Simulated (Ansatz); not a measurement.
# BePd3C (built on the sites of a database entry of CaPd3C): a soft mode frozen in, part 2 of 3

Wanted: the energy along a soft mode of BePd3C (built on the sites of a database entry of CaPd3C) and the structure at the end.

Ansatz 0.2.0; DFT PBEsol, scalar-relativistic, plane waves, PAW.

So far, highest frequency on the path or at a solved wavevector (cm⁻¹): step 2 (response at finite wavevector) 710. Also lowest frequency on the path (cm⁻¹): step 2 -132.

The structure was built from a prototype and need not be the compound's stable phase.

**4. The mode frozen in, largest atomic shift 0.45 Å**

The atoms are moved along the unstable eigenvector, the largest shift by 0.45 Å, with the cell fixed.

input.yaml reads:

```yaml
crystal:
  lattice:
    - [4.0156977755, 0.0, 0.0]
    - [0.0, 4.0156977755, 0.0]
    - [0.0, 0.0, 4.0156977755]
  atoms:
    - { symbol: Be, position: [0.0, -0.1120602259, 0.0] }
    - { symbol: Pd, position: [0.0, 0.5083212079, 0.5] }
    - { symbol: Pd, position: [0.5, 0.5083212079, 0.0] }
    - { symbol: Pd, position: [0.5, -0.0054848935, 0.5] }
    - { symbol: C, position: [0.5, 0.4852238569, 0.5] }
kpoints:
  mp_grid: { grid: [12, 12, 12] }
hamiltonian:
  xc: pbesol
scf:
  occupations: { method: methfessel_paxton, width: 0.2 }
output:
  forces: true
  stress: true
  eigenvalues: true
```

Started as:

```console
$ ansatz run input.yaml --threads 4 --pin off --max-ram 14336MiB --backend cpu --events-out ev --progress --plain --runs-dir out
```

Numbers of over 12 decimals in the logs are rounded to 6 here.

The program printed:

```text
[...]
Crystal: 5 atoms, lattice volume = 64.756 Å³
Basis set: ecut = 420 eV, 1309 PW (Γ), exchange–correlation on 54×54×54 points (8 copies of the dense FFT grid, shifted against one another)
Bands: 36, of which v1, the nominal top of the filled ones, is band 30 counted from 1 (29 counted from 0)
Symmetry: 8 space group operations
[...]
k-points: 196 of 1728 (time reversal used)
[...]
k-point 0: bands = [... 26 lower, 13.4405, 14.7416, 14.7834, 14.7834, 14.8522, 18.6207, 18.6207, 18.9220, ... 2 higher]
  k-point 1: bands = [... 26 lower, 13.6913, 14.7615, 14.8066, 14.8664, 14.8914, 18.4293, 18.7038, 19.1102, ... 2 higher]
  k-point 2: bands = [... 26 lower, 13.8963, 14.6779, 14.7654, 15.1266, 15.1494, 18.2828, 18.9396, 19.3782, ... 2 higher]
  k-point 195: bands = [... 26 lower, 14.6267, 14.6680, 14.6885, 14.9202, 14.9202, 18.0360, 18.0360, 18.1761, ... 2 higher]
[key lines of the parts left out:]
SCF converged after 7 iterations
Free energy (F): -21055.877095 eV
Fermi energy:    15.921720 eV
P = ⅓ Tr σ = 2.4197 GPa (24.197 kbar)
```

Wall time 11 s (4 threads of Arm Neoverse V1, shared host); peak memory 0.57 GiB.

This step gave:

```yaml
pressure: 2.420 GPa
energy_from_the_undistorted_cell: -4.227 meV/atom
```

The energy, extrapolated to zero smearing, is -4.23 meV/atom against the undistorted cell.

The run ends at a pressure of 2.42 GPa, with forces up to 0.11 eV/Å.

**5. Energy along the mode, all amplitudes (two of the runs are shown above)**

An imaginary frequency means negative curvature, so the energy should fall and then rise again as anharmonic terms take over.

Numbers from this step:

- depth at the lowest point sampled: 4.227 meV/atom
- largest atomic shift at that point: 0.45 Å

Table of energy from the parent by largest atomic shift:

| largest atomic shift (Å) | energy from the parent (meV/atom) |
| --- | --- |
| 0.000 | 0 |
| 0.040 | -0.072 |
| 0.080 | -0.286 |
| 0.140 | -0.845 |
| 0.220 | -1.92 |
| 0.320 | -3.39 |
| 0.450 | -4.23 |
| 0.600 | -0.427 |

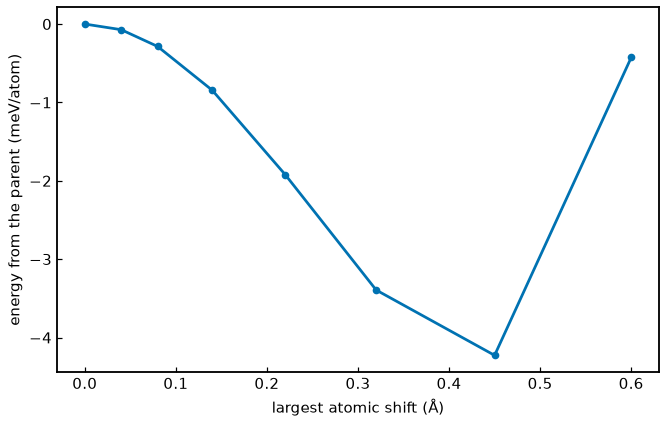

Energy from the parent against largest atomic shift.

Displacement at unit largest shift by atom:

| atom | x (Å) | y (Å) | z (Å) | size |
| --- | --- | --- | --- | --- |
| Be1 | 0.00 | -1.00 | 0.00 | 1.00 |
| Pd2 | 0.00 | 0.07 | 0.00 | 0.07 |
| Pd3 | 0.00 | 0.07 | 0.00 | 0.07 |
| Pd4 | 0.00 | -0.05 | 0.00 | 0.05 |
| C5 | 0.00 | -0.13 | 0.00 | 0.13 |

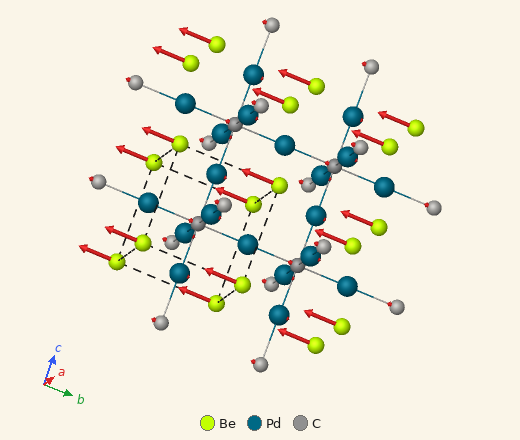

Displacement at unit largest shift as arrows, the longest 1 Å. 1×2×2 cells are drawn. Some periodic images of atoms are drawn too.

The lowest of the steps tried is at 0.45 Å, 4.23 meV/atom below the parent; the bottom of the well need not coincide with a step.

**6. Relaxation from the frozen mode**

Starting from the lowest point found, all atoms and the cell are let go, so that strain and other modes of the same symmetry can join in.

input.yaml: that of step 4 with these lines changed.

```diff
@@ -21 +21,6 @@
   eigenvalues: true
+relax:
+  adjacent_minimum: "off"
+  f_tol: 0.002
+  max_steps: 120
+  cell: { stress_tol: 0.03 }
```

The program printed:

```text
[...]
Crystal: 5 atoms, lattice volume = 64.756 Å³
Basis set: ecut = 420 eV, 1309 PW (Γ), exchange–correlation on 54×54×54 points (8 copies of the dense FFT grid, shifted against one another)
Bands: 36, of which v1, the nominal top of the filled ones, is band 30 counted from 1 (29 counted from 0)
Symmetry: 8 space group operations
[...]
k-points: 196 of 1728 (time reversal used)
[...]
SCF iter   1: F=—  HF=-21055.886740 eV  |F-HF|=—  |Δ(HF+E_count)|=         —  Δρ=7.90e-3  dr2=3.29e-2  ethr=1.77e-3  ⟨swp⟩=5.2  Hψ=28008  notcnv=0
[...]
SCF iter   7: F=-21055.877095 eV  HF=-21055.877095 eV  |F-HF|=1.11e-8  |Δ(HF+E_count)|=   7.35e-8  S|Δr|=    0.00e0  Δρ=5.31e-6  dr2=2.16e-8  ethr=1.67e-10  ⟨swp⟩=7.9  Hψ=26402  notcnv=0
SCF 1 converged in 7 iterations: F = -21055.877095 eV  dr2 = 2.16e-8
[...]
relax step   1: F+E_penalty+E_count = -21055.87709452 eV  Δ(F+E_penalty+E_count) = +0.000e0 eV  max|allowed force component| = 1.081e-1 eV/Å  Δτ_max = 0.0000 Å  P = +2.420 GPa  Ω = 64.756 Å³  (7 SCF iters, dr2 threshold 1.00e-7 eV, accepted)
Crystal: 5 atoms, lattice volume = 65.596 Å³
[...]
SCF iter   6: F=-21055.883640 eV  HF=-21055.883640 eV  |F-HF|=1.57e-8  |Δ(HF+E_count)|=   1.29e-7  S|Δr|=    0.00e0  Δρ=6.40e-6  dr2=3.34e-8  ethr=8.33e-10  ⟨swp⟩=4.7  Hψ=23687  notcnv=0
SCF 2 converged in 6 iterations: F = -21055.883640 eV  dr2 = 3.34e-8
relax step   2: F+E_penalty+E_count = -21055.88363981 eV  Δ(F+E_penalty+E_count) = -6.545e-3 eV  max|allowed force component| = 7.361e-2 eV/Å  Δτ_max = 0.0047 Å  P = -0.092 GPa  Ω = 65.596 Å³  energy of the carried Pulay correction = -6.861e-4 eV  (6 SCF iters, dr2 threshold 5.00e-7 eV, accepted)
Crystal: 5 atoms, lattice volume = 65.622 Å³
[...]
SCF iter   5: F=-21055.884459 eV  HF=-21055.884459 eV  |F-HF|=4.71e-8  |Δ(HF+E_count)|=   1.00e-7  S|Δr|=    0.00e0  Δρ=9.06e-6  dr2=8.35e-8  ethr=5.64e-10  ⟨swp⟩=4.0  Hψ=22396  notcnv=0
SCF 3 converged in 5 iterations: F = -21055.884459 eV  dr2 = 8.35e-8
relax step   3: F+E_penalty+E_count = -21055.88445908 eV  Δ(F+E_penalty+E_count) = -8.193e-4 eV  max|allowed force component| = 1.001e-1 eV/Å  Δτ_max = 0.0042 Å  P = -0.110 GPa  Ω = 65.622 Å³  energy of the carried Pulay correction = -7.072e-4 eV  (5 SCF iters, dr2 threshold 3.39e-7 eV, accepted)
[...]
relax step   4: F+E_penalty+E_count = -21055.88608097 eV  Δ(F+E_penalty+E_count) = -1.622e-3 eV  max|allowed force component| = 1.442e-1 eV/Å  Δτ_max = 0.0125 Å  P = -0.063 GPa  Ω = 65.695 Å³  energy of the carried Pulay correction = -7.665e-4 eV  (6 SCF iters, dr2 threshold 5.00e-7 eV, accepted)
[...]
relax step   5: F+E_penalty+E_count = -21055.88830632 eV  Δ(F+E_penalty+E_count) = -2.225e-3 eV  max|allowed force component| = 4.090e-2 eV/Å  Δτ_max = 0.0351 Å  P = -0.028 GPa  Ω = 65.868 Å³  energy of the carried Pulay correction = -9.062e-4 eV  (6 SCF iters, dr2 threshold 5.00e-7 eV, accepted)
[...]
relax step   6: F+E_penalty+E_count = -21055.88863969 eV  Δ(F+E_penalty+E_count) = -3.334e-4 eV  max|allowed force component| = 1.670e-3 eV/Å  Δτ_max = 0.0051 Å  P = +0.026 GPa  Ω = 65.885 Å³  energy of the carried Pulay correction = -9.204e-4 eV  (5 SCF iters, dr2 threshold 3.62e-7 eV, accepted)
[...]
relax step   7: F+E_penalty+E_count = -21055.88864706 eV  Δ(F+E_penalty+E_count) = -7.364e-6 eV  max|allowed force component| = 1.804e-3 eV/Å  Δτ_max = 0.0031 Å  P = -0.018 GPa  Ω = 65.914 Å³  energy of the carried Pulay correction = -9.436e-4 eV  (6 SCF iters, dr2 threshold 2.03e-8 eV, accepted)
[...]
relax step   8: F+E_penalty+E_count = -21055.88865793 eV  Δ(F+E_penalty+E_count) = -1.088e-5 eV  max|allowed force component| = 1.337e-3 eV/Å  Δτ_max = 0.0030 Å  P = +0.064 GPa  Ω = 65.904 Å³  energy of the carried Pulay correction = -9.354e-4 eV  (8 SCF iters, accepted)
[...]
relax step   9: F+E_penalty+E_count = -21055.88863965 eV  Δ(F+E_penalty+E_count) = +1.828e-5 eV  max|allowed force component| = 1.383e-3 eV/Å  Δτ_max = 0.0002 Å  P = -0.013 GPa  Ω = 65.932 Å³  energy of the carried Pulay correction = -9.579e-4 eV  (4 SCF iters, dr2 threshold 1.18e-8 eV, accepted)
Basis set: ecut = 420 eV, 1317 PW (Γ), exchange–correlation on 54×60×54 points (8 copies of the dense FFT grid, shifted against one another)
[...]
SCF iter   6: F=-21055.889693 eV  HF=-21055.889693 eV  |F-HF|=7.28e-12  |Δ(HF+E_count)|=  1.82e-11  S|Δr|=    0.00e0  Δρ=7.46e-8  dr2=5.37e-12  ethr=1.00e-12  ⟨swp⟩=5.1  Hψ=28472  notcnv=0
SCF 10 converged in 6 iterations: F = -21055.889693 eV  dr2 = 5.37e-12
relax step  10: F+E_penalty+E_count = -21055.88969296 eV  Δ(F+E_penalty+E_count) = -1.053e-3 eV  max|allowed force component| = 9.318e-4 eV/Å  Δτ_max = 0.0000 Å  P = -0.003 GPa  Ω = 65.932 Å³  stress off target by 1.36e-2 GPa  SCF on the basis re-selected at this cell (its energy is not comparable with the rows above)  (6 SCF iters)
basis re-selected at this cell: Δ(F+E_penalty+E_count) = -1.053e-3 eV, ΔP = +0.011 GPa vs the last step (what re-selecting the basis moved, of the pressure what is left beyond the Pulay correction that the steps carried, after the strain that the cell walked since its last selection, with what the two solves' SCF thresholds leave and, on support functions, any second-order correction that the steps lacked; it is no measure of the basis error at this ecutwfc). The dense FFT grid was sized anew with the basis: this SCF ran on 27×30×27 points, the steps before it on 27×27×27, so part of this shift can come from that change (see relax.cell in the input reference). [rest of the remark cut]
SCF converged after 6 iterations
[...]
Free energy (F): -21055.889693 eV
[...]
Internal energy: -21055.888582 eV  (E = F + TS)
E sigma→0 (E₀):  -21055.889415 eV
Entropy (-TS):   -0.001111 eV (-0.222 meV/atom)
Fermi energy:    15.517974 eV
[...]
--- Forces (eV/Å), atoms counted from 1 ---
  atom   1  Be    -0.00000000    -0.00011730     0.00000000
  atom   2  Pd    -0.00000000    -0.00043722     0.00000000
  atom   3  Pd     0.00000000    -0.00043722    -0.00000000
  atom   4  Pd     0.00000000     0.00093171     0.00000000
  atom   5  C      0.00000000     0.00005945    -0.00000000
  max |Σ_I F_I| component: 5.94e-7 eV/Å
--- Stress (GPa, compression-positive) ---
       -0.010765      -0.000000       0.000000
       -0.000000       0.013556       0.000000
        0.000000       0.000000      -0.010765
  P = ⅓ Tr σ = -0.0027 GPa (-0.027 kbar)
--- Band table (eV; the first three rows and the last of 196) ---
  k-point 0: bands = [... 26 lower, 13.5632, 14.3607, 14.4036, 14.4036, 14.4497, 18.4699, 18.4699, 18.5830, ... 2 higher]
  k-point 1: bands = [... 26 lower, 13.5264, 14.3321, 14.4053, 14.5485, 14.5525, 18.2008, 18.5474, 18.8068, ... 2 higher]
  k-point 2: bands = [... 26 lower, 13.5821, 14.2821, 14.3237, 14.8291, 14.8470, 18.0029, 18.7685, 18.9104, ... 2 higher]
  k-point 195: bands = [... 26 lower, 14.2167, 14.2789, 14.2935, 14.6723, 14.6723, 17.4350, 17.4350, 17.5985, ... 2 higher]
--- Relaxed structure (9 steps of the walk, 9 accepted, 1 SCFs on fresh bases) ---
  F+E_penalty+E_count = -21055.88969296 eV   max|allowed force component| = 9.318e-4 eV/Å   (the final SCF, on the basis selected at the relaxed cell)
  cell:  # Å, volume = 65.9317 Å³
    - [4.010256, 0, 0]
    - [0, 4.099679, 0.0]
    - [0, 0.0, 4.010256]
  atoms:
    - { symbol: Be, position: [0, -0.119970, 0] }
    - { symbol: Pd, position: [0, 0.521213, 0.5] }
    - { symbol: Pd, position: [0.5, 0.521213, 0.0] }
    - { symbol: Pd, position: [0.5, -0.00812286, 0.5] }
    - { symbol: C, position: [0.5, 0.469988, 0.5] }
```

Run time: 1.9 min. Hardware: 4 threads; peak memory 0.63 GiB.

Relaxation path:

| step | energy less that of the first step (eV) | largest force component (eV/Å) | pressure (GPa) | volume (Å³) |
| --- | --- | --- | --- | --- |
| 1 | 0.0000 | 0.1081 | 2.42 | 64.76 |
| 2 | -0.0065 | 0.0736 | -0.09 | 65.60 |
| 3 | -0.0074 | 0.1001 | -0.11 | 65.62 |
| 4 | -0.0090 | 0.1442 | -0.06 | 65.70 |
| 5 | -0.0112 | 0.0409 | -0.03 | 65.87 |
| 6 | -0.0115 | 0.0017 | 0.03 | 65.89 |
| 7 | -0.0116 | 0.0018 | -0.02 | 65.91 |
| 8 | -0.0116 | 0.0013 | 0.06 | 65.90 |
| 9 | -0.0115 | 0.0014 | -0.01 | 65.93 |
| 10* | -0.0126 | 0.0009 | 0.00 | 65.93 |

Relaxation steps marked * repeat the geometry before them on a plane-wave basis chosen anew for their cell, so energy and pressure can jump there.

Forces are held to the 8 operations that the run works with; a distortion that breaks them can't arise in this run.

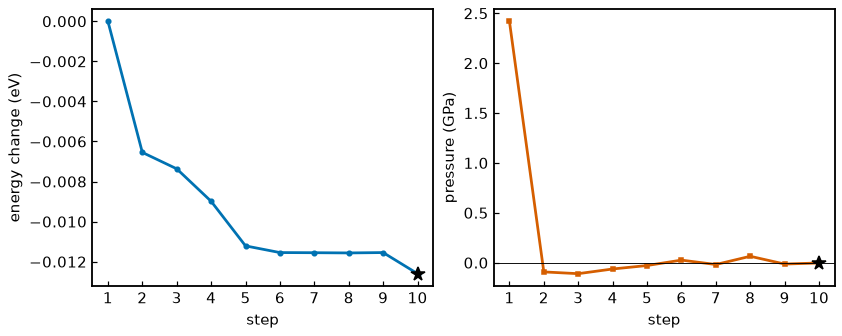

Energy and pressure along the relaxation. Stars mark steps on a basis chosen anew.

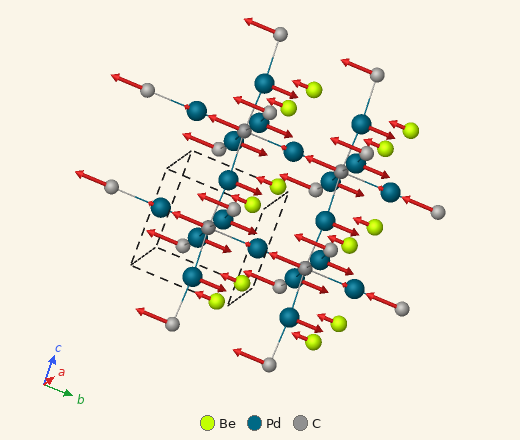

Displacements in the relaxation, exaggerated, measured against the changing cell; the longest in the cell stands for 0.06 Å. 1×2×2 cells are drawn. Some periodic images of atoms are drawn too.

| conventional cell, symmetrised | before | after | change |
| --- | --- | --- | --- |
| a (Å) | 4.016 | 4.010 | -0.1 % |
| b (Å) | 4.016 | 4.010 | -0.1 % |
| c (Å) | 4.016 | 4.100 | +2.1 % |
| volume (Å³/atom) | 12.95 | 13.19 | +1.8 % |

The atoms that moved most (Å, as changes of fractional coordinates times the final cell):

| atom | dx | dy | dz | length |
| --- | --- | --- | --- | --- |
| C5 | 0.000 | -0.062 | 0.000 | 0.062 |
| Pd3 | 0.000 | 0.053 | 0.000 | 0.053 |
| Pd2 | 0.000 | 0.053 | 0.000 | 0.053 |
| Be1 | 0.000 | -0.032 | 0.000 | 0.032 |
| Pd4 | 0.000 | -0.011 | 0.000 | 0.011 |

The relaxed structure:

```xyz
5
Lattice="4.0103 0.0000 0.0000 0.0000 4.0997 0.0000 0.0000 0.0000 4.0103" Properties=species:S:1:pos:R:3 pbc="T T T"
Be    0.0000   -0.4918    0.0000
Pd    0.0000    2.1368    2.0051
Pd    2.0051    2.1368    0.0000
Pd    2.0051   -0.0333    2.0051
C     2.0051    1.9268    2.0051
```

Numbers from this step:

```yaml
pressure: -0.002658 GPa
volume_per_atom: 13.19 Å³
```

The distorted start has space group P4mm; the relaxation ends in P4mm.

**7. The new phase in its own primitive cell**

The relaxed structure is symmetrised, reduced to its primitive cell and relaxed tightly, as its phonons need.

input.yaml, the sections that differ from step 6:

```yaml
crystal:
  lattice:
    - [4.0102563647, 0.0, 0.0]
    - [0.0, 4.0102563647, 0.0]
    - [0.0, 0.0, 4.0996791138]
  atoms:
    - { symbol: Be, position: [0.0, 0.0, 0.1199702569] }
    - { symbol: Pd, position: [0.0, 0.5, 0.478786953] }
    - { symbol: Pd, position: [0.5, 0.0, 0.478786953] }
    - { symbol: Pd, position: [0.5, 0.5, 0.0081228607] }
    - { symbol: C, position: [0.5, 0.5, 0.5300118231] }
kpoints:
  mp_grid: { grid: [10, 10, 10] }
relax:
  adjacent_minimum: "off"
  f_tol: 0.001
  max_steps: 60
  cell: { stress_tol: 0.01 }
# hamiltonian, scf, output: as in step 6
```

The program printed:

```text
[...]
Crystal: 5 atoms, lattice volume = 65.932 Å³
Basis set: ecut = 420 eV, 1317 PW (Γ), exchange–correlation on 54×54×60 points (8 copies of the dense FFT grid, shifted against one another)
Bands: 36, of which v1, the nominal top of the filled ones, is band 30 counted from 1 (29 counted from 0)
Symmetry: 8 space group operations
[...]
k-points: 126 of 1000 (time reversal used)
[...]
cell:  # Å, volume = 65.9513 Å³
    - [4.006542, 0, 1.3678426598344416e-18]
    - [0, 4.006542, 0]
    - [1.398343515603996e-18, 0, 4.108504]
  atoms:
    - { symbol: Be, position: [0, 0, 0.119886] }
    - { symbol: Pd, position: [-2.1858044439764853e-19, 0.5, 0.477686] }
    - { symbol: Pd, position: [0.5, 0, 0.477686] }
    - { symbol: Pd, position: [0.5, 0.5, 0.00838324] }
    - { symbol: C, position: [0.5, 0.5, 0.532037] }
[key lines of the parts left out:]
SCF converged after 6 iterations
Free energy (F): -21055.890642 eV
Fermi energy:    15.502839 eV
P = ⅓ Tr σ = -0.0002 GPa (-0.002 kbar)
```

The job ended after 58 s (4 threads; peak memory 0.53 GiB; 3.8 min of CPU time).

Relaxation path:

| step | energy less that of the first step (eV) | largest force component (eV/Å) | pressure (GPa) | volume (Å³) |
| --- | --- | --- | --- | --- |
| 1 | 0.0000 | 0.0100 | -0.03 | 65.93 |
| 2 | 0.0000 | 0.0089 | 0.00 | 65.92 |
| 3 | 0.0000 | 0.0057 | 0.01 | 65.91 |
| 4 | 0.0000 | 0.0031 | 0.02 | 65.91 |
| 5 | 0.0000 | 0.0029 | 0.01 | 65.92 |
| 6 | 0.0000 | 0.0016 | 0.00 | 65.94 |
| 7 | 0.0000 | 0.0001 | 0.00 | 65.95 |
| 8* | -0.0001 | 0.0001 | 0.00 | 65.95 |

Relaxation steps marked * repeat the geometry before them on a plane-wave basis chosen anew for their cell, so energy and pressure can jump there.

The run keeps the 8 symmetry operations that it works with, so distortions that break them were not tested.

| conventional cell, symmetrised | before | after | change |
| --- | --- | --- | --- |
| a (Å) | 4.010 | 4.007 | -0.1 % |
| b (Å) | 4.010 | 4.007 | -0.1 % |
| c (Å) | 4.100 | 4.109 | +0.2 % |
| volume (Å³/atom) | 13.19 | 13.19 | +0.0 % |

Final coordinates:

```cif
data_structure
_symmetry_space_group_name_H-M 'P 1'
_symmetry_Int_Tables_number 1
_cell_length_a 4.0065
_cell_length_b 4.0065
_cell_length_c 4.1085
_cell_angle_alpha 90.000
_cell_angle_beta 90.000
_cell_angle_gamma 90.000
_cell_volume 65.95
loop_
_atom_site_label
_atom_site_type_symbol
_atom_site_fract_x
_atom_site_fract_y
_atom_site_fract_z
_atom_site_occupancy
Be1 Be 0.00000 0.00000 0.11989 1
Pd2 Pd 0.00000 0.50000 0.47769 1
Pd3 Pd 0.50000 0.00000 0.47769 1
Pd4 Pd 0.50000 0.50000 0.00838 1
C5 C 0.50000 0.50000 0.53204 1
```

Numbers from this step:

| Property | Result |
| --- | --- |
| pressure | -2.49e-4 GPa |

The largest force component left is 0.13 meV/Å and the pressure is 0.000 GPa, within the tolerances set. The cell now holds 13.19 Å³/atom.

(Continued in part 3 of 3.)

[Logs are printed without paths, hosts, clocks, repeated set-up lines and the standing remarks that a program may print on its own settings, such as how far it seeks lower states.]

[Hosts, paths, dates, database ids (printed as entryN), source tags and the programs' standing remarks are cut or masked in the printed files.]
